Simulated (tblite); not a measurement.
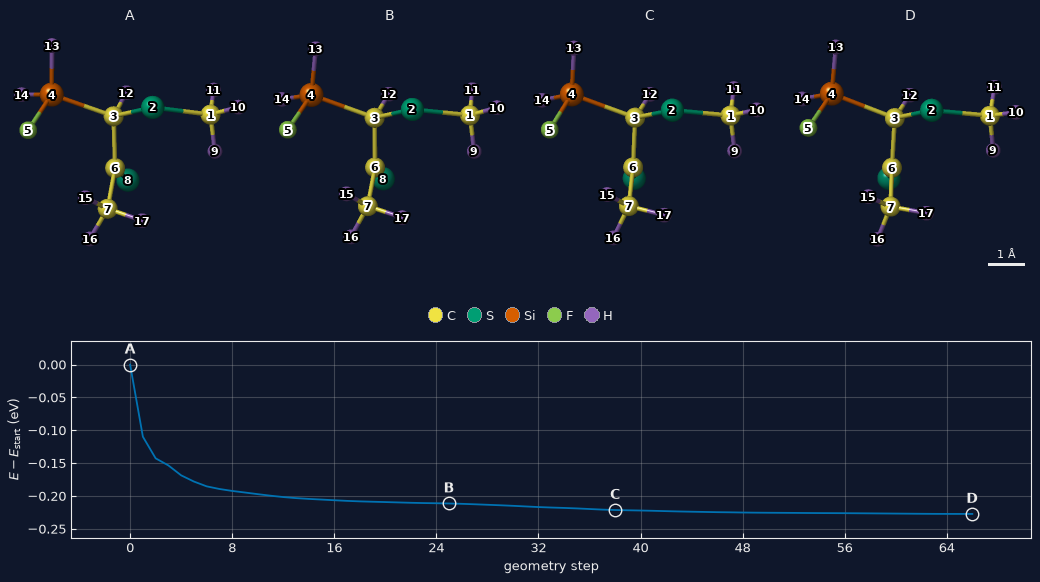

Frames of a relaxation of C4H9FS2Si, marked on the history of the run. Style: ball-and-stick. Shown face on.

All numbers below come from GFN2-xTB geometry optimisation, gas phase (tblite). 

Q: What happens along the run?

A: The atom that moves furthest after the best rigid fit is S8 (0.54 Å). By element the largest moves are S 0.54 Å, H 0.24 Å, C 0.10 Å, F 0.09 Å, Si 0.08 Å. Some distances before and after: C3–C6 1.533 → 1.473 Å, C6–S8 1.682 → 1.633 Å, C3–Si4 1.886 → 1.930 Å, Si4–H13 1.488 → 1.449 Å. Among the angles between lasting bonds that change: H13–Si4–H14 108.6° → 118.7°, H15–C7–H16 107.1° → 110.4°, Si4–C3–C6 113.6° → 110.3°. Over 66 geometry steps the energy falls by 0.227 eV. Cost: 1.5 s on 1 thread of Intel(R) Xeon(R) Processor @ 2.70GHz, on a shared host. From step 0 to 25: H13 moves most (0.14 Å), energy −0.211 eV. From step 25 to 38: S8 moves most (0.25 Å), energy −0.010 eV. From step 38 to 66: S8 moves most (0.15 Å), energy −0.006 eV.
